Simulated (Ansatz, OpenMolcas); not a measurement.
A ladder of methods for BN (boron nitride)

BN has 2 atoms, charge 0, and is taken as a triplet. As SMILES, `B#N`. The coordinates come from a GFN2-xTB relaxation.

```xyz
2

B     0.0000    0.0000    0.0000
N     0.0000    0.0000    1.2684
```

Quantity: the energy change with the B1–N2 bond stretched from 1.268 to 2.631 Å, in eV. The values are calculated.

```json
{"level": "USVWN5/6-31G", "kind": "LDA", "program": "Ansatz", "value (eV)": "4.10", "CPU time (all runs)": "0.76 s"}
{"level": "U-revPBE/6-31G", "kind": "GGA", "program": "Ansatz", "value (eV)": "3.46", "CPU time (all runs)": "1.3 s"}
{"level": "UBLYP/6-31G", "kind": "GGA", "program": "Ansatz", "value (eV)": "3.49", "CPU time (all runs)": "1.4 s"}
{"level": "UB3LYP/6-31G", "kind": "global hybrid", "program": "Ansatz", "value (eV)": "3.44", "CPU time (all runs)": "1.3 s"}
{"level": "UPBE0/6-31G", "kind": "global hybrid", "program": "Ansatz", "value (eV)": "3.48", "CPU time (all runs)": "0.9 s"}
{"level": "U-wB97X/6-31G", "kind": "range-separated hybrid", "program": "Ansatz", "value (eV)": "3.27", "CPU time (all runs)": "6.4 s"}
{"level": "UCCSD(T)/6-31G", "kind": "coupled cluster or CI", "program": "Ansatz", "value (eV)": "2.73", "CPU time (all runs)": "0.65 s"}
{"level": "UCCSDTQ/6-31G", "kind": "coupled cluster or CI", "program": "Ansatz", "value (eV)": "2.72", "CPU time (all runs)": "42 s"}
{"level": "FCI/STO-3G", "kind": "exact in the basis", "program": "OpenMolcas", "value (eV)": "3.52", "CPU time (all runs)": "7.6 s"}
```

The first shape isn't each level's own minimum. The values span 2.72 to 4.10 eV. Spin contamination of the reference (⟨S²⟩ at least 0.1 too high) touches USVWN5/6-31G, U-revPBE/6-31G, UBLYP/6-31G, UB3LYP/6-31G, UPBE0/6-31G, U-wB97X/6-31G, UCCSD(T)/6-31G, UCCSDTQ/6-31G. The coupled-cluster rows rest on a doubtful reference here (large T1 or Brueckner and Hartree–Fock orbitals at odds), and rows may lie in different states. All rows use very small basis sets, so none should be taken for the real molecule's value. Times are those of the runs behind each value, whatever else they computed, on shared processors of several kinds: orders of magnitude only.

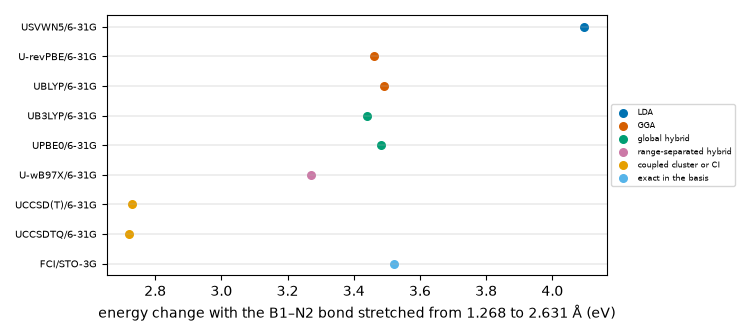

The values of the table, level by level.
